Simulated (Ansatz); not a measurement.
Breaking the Pb1–H2 bond in H2OPb (SMILES [OH][PbH]) (multiplicity 1 held, fragments rigid). Energies count from the point at 1.879 Å.
Geometry at that point (charge 0, multiplicity 1):
```xyz
4

Pb    -0.120    -0.102     0.141
H     -1.486     0.021    -1.143
O      1.299     0.894    -1.058
H      0.945     1.158    -1.914
```

Restricted levels (R-, RO-) in cc, def2 and unpolarised 6-31G sets keep to the state of the molecule at rest. U- levels take the lowest unrestricted solution at each point, which mixes spins at long bonds. Active spaces are followed from a long bond inwards. Levels need not reach the same state.

Correlated levels freeze the cores. Filled d and f shells under p-block atoms count as core.

Codes used: Ansatz (an electronic-structure program).  In def2 rows elements past Kr take small-core potentials, without spin–orbit coupling.

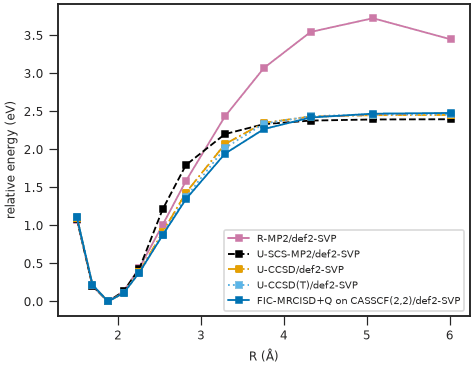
Figure: Relative energy along the coordinate

Doubts at one or more of the structures used: a restricted determinant that unrestricted orbitals would lower (R-MP2/def2-SVP); a spin-contaminated determinant (U-SCS-MP2/def2-SVP, U-CCSD/def2-SVP, U-CCSD(T)/def2-SVP); T1 above 0.05 (U-CCSD/def2-SVP, U-CCSD(T)/def2-SVP).
